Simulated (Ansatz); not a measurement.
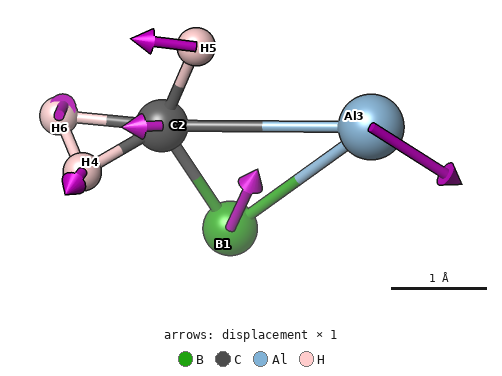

This is a relaxation of CH3AlB (multiplicity 2). The starting structure is drawn; purple arrows show the displacements, at their true length. The two geometries are superimposed by the best rigid fit.

A ball-and-stick model, seen at a tilt.

It is one of the separated reactants of a reaction.

Method: UKS PBE-D4/def2-SVP in Ansatz 0.2.0. Set-up: force threshold 0.03 eV/Å; at most 250 steps.

Which element moves most?

Aluminium: up to 1.27 Å, against 0.88 Å for boron.

What happened in the run?

Al3 moves most after the best rigid fit: 1.27 Å. By element the largest moves are Al 1.27 Å, B 0.88 Å, H 0.72 Å, C 0.47 Å. Near-neighbour distances that change, for instance: Al3–H5 2.048 → 3.965 Å, C2–Al3 2.230 → 3.679 Å, H4–H6 0.831 → 1.818 Å, B1–Al3 2.071 → 2.166 Å. Among the angles between lasting bonds that change: C2–B1–Al3 76.4° → 166.2°, H4–C2–H6 45.4° → 109.6°, B1–C2–H5 130.6° → 104.6°. After 11 geometry steps the energy has fallen by 351.8 kJ/mol. Largest force component: 5.4 eV/Å at the start, 0.019 eV/Å at the end.
